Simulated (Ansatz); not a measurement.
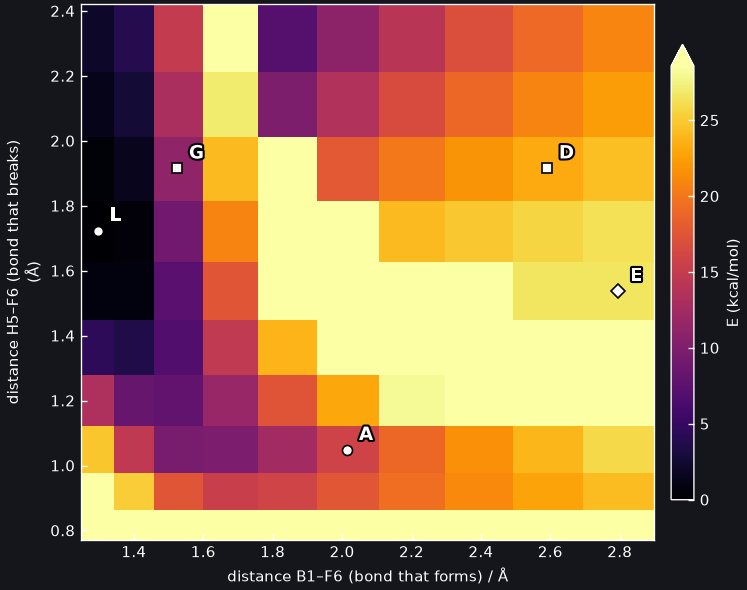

The reacting system BCl2F2H3 (fragments BCl₂H + FH + FH where the first distance is long, BCl₂F + H₂ + FH where the second is long). First axis: distance B1–F6 (bond that forms). Second axis: distance H5–F6 (bond that breaks). Relaxed at each point: all other coordinates. Grid: 10 × 10 points. Points are written as (first, second). Energies are in kcal/mol, from the lowest grid point. Energies and slopes of some neighbouring points disagree (a jump in structure or state, or too coarse a mesh). The reference is spin-restricted, so regions where a bond is pulled apart into radicals lie too high. Computed with RKS SPW92 (LDA)/def2-SVP (Ansatz).

In the figure: one coloured cell a grid point, one colour for all values above the top of the scale, lettered points.

### Rank the lettered points by energy, lowest first.

L (0.0 kcal/mol), G (11.1 kcal/mol), A (15.8 kcal/mol), D (23.2 kcal/mol), E (26.6 kcal/mol).
